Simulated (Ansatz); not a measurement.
## Sn, pressure series

The parent structure is Sn (space group I4_1/amd, No. 141; a = 5.833 Å, c = 3.158 Å).

Cell and atoms are relaxed at each pressure.

The values are results of PBEsol, PAW, 420 eV (Ansatz, a program for electronic structure; scalar-relativistic without spin-orbit coupling), not measurements.

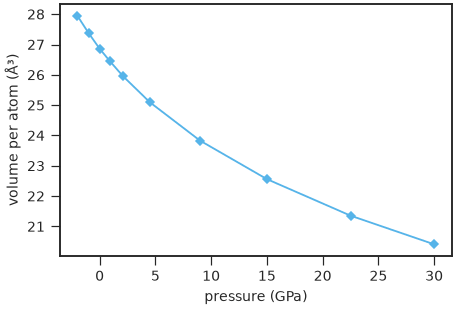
Figure. Volume per atom against pressure

From the plot, what is the volume per atom for pressure −2 GPa?

About 28.0 Å³.

Is the trend monotonic over the range shown?

Yes, it falls throughout, spanning 20.41 Å³ to 27.95 Å³.

Load acts through the strain it causes; cell and atoms are relaxed under it. No phonon test of stability was made. Measured, Sn leaves this structure (for a body-centred tetragonal phase) near 8 GPa (temperature not stated; as listed in Olga Degtyareva, NATO science for peace and security series. B, Physics and biophysics (2010)).
